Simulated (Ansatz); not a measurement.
C2H10B2Si

| atom | x (Å) | y (Å) | z (Å) |
| --- | --- | --- | --- |
| B | -0.9442 | 1.1643 | 0.6971 |
| C | 0.1208 | 0.0148 | 0.7518 |
| C | 0.1512 | -0.8588 | 2.0143 |
| B | 0.0196 | -0.6680 | -0.6430 |
| Si | 0.4839 | 0.2011 | -2.4137 |
| H | -1.7601 | 1.2752 | 1.5815 |
| H | -0.9426 | 1.9702 | -0.2016 |
| H | 1.0023 | 0.7065 | 0.6622 |
| H | 1.0355 | -1.5184 | 2.0349 |
| H | -0.7404 | -1.5065 | 2.0508 |
| H | 0.1601 | -0.2537 | 2.9373 |
| H | -0.4113 | -1.8002 | -0.6835 |
| H | 1.1052 | 1.5673 | -2.3065 |
| H | 1.4452 | -0.6723 | -3.1778 |
| H | -0.7469 | 0.3278 | -3.2741 |

Level of theory: Ansatz, RKS PBE/6-31G*.

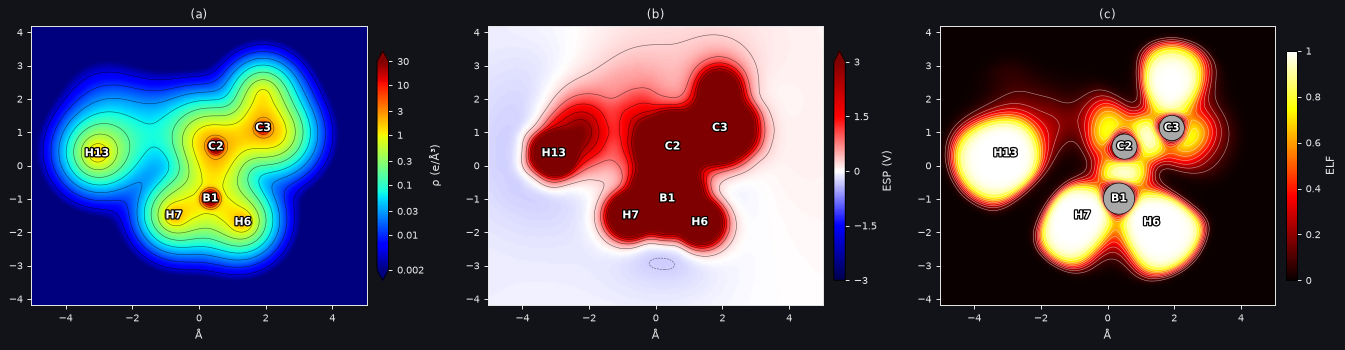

Figure 1. (a) electron density; (b) electrostatic potential; (c) ELF on the plane of atoms C2, B1 and H7. Grey discs cover the atomic cores in the ELF map.

Q: What do the fields say about this system?

A: The section cuts through B, C and H sites.
C–C (1.54 Å): ρ at the midpoint is about 1.6 e/Å³; the ELF peaks at about 0.95 between the atoms: a covalent bond.
C–B (1.57 Å): ρ is about 1.3 e/Å³ halfway; the ELF peaks at about 0.95 between the atoms: localised, covalent bonding.
B–H (1.21 Å): ρ at the midpoint is about 1.2 e/Å³; the ELF climbs to about 1 towards the hydrogen, as it does in any bond to H; an ordinary covalent bond to hydrogen.
The potential has no marked negative region in this plane.

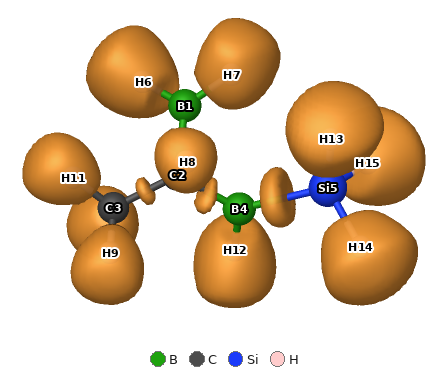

Figure 2. Isosurface of the electron localisation function at 0.9 (orange), seen across its widest extent. Core shells and regions of very low density are left out.

Q: Where are the electrons localised?

A: At this value the surface marks out two regions between bonded B–C atoms (shared pairs), one region between bonded B–Si atoms (shared pairs), one region between bonded C–C atoms (shared pairs) and ten regions around hydrogen nuclei. Along the contacts the grid gives the following. C–B (1.56 Å): the ELF peaks at about 0.95 between the atoms; a shared electron pair.

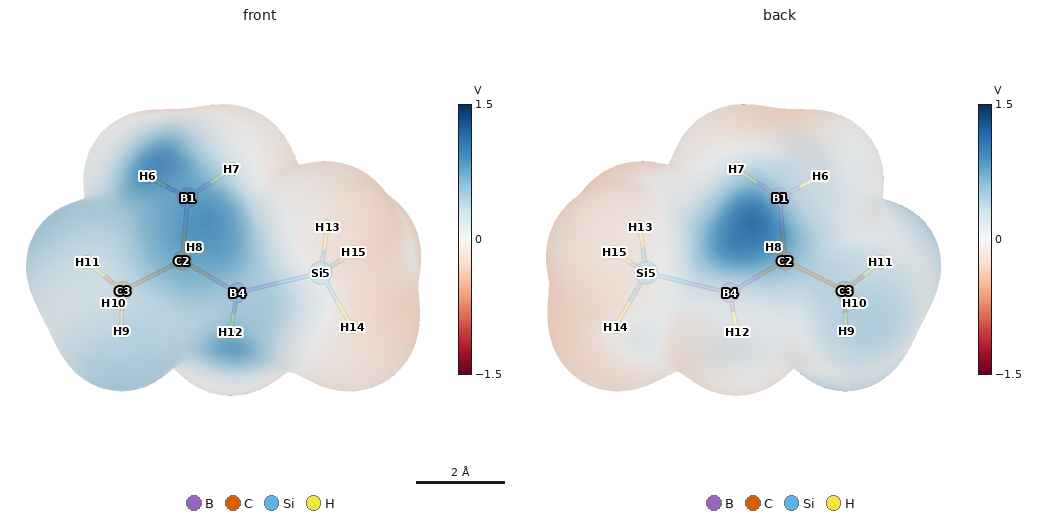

Figure 3. The electrostatic potential painted on the density surface at 0.001 e/bohr³, seen from the front and from behind; the colour scale runs from red (negative) to blue (positive).

Q: Which sites attract a positive test charge, and which a negative one?

A: A positive charge is drawn to the negative regions and a negative charge to the positive ones. The most negative region (about −0.3 V) lies over H13, H14 and H15, the most positive (about +1.1 V) over B1 and B4.
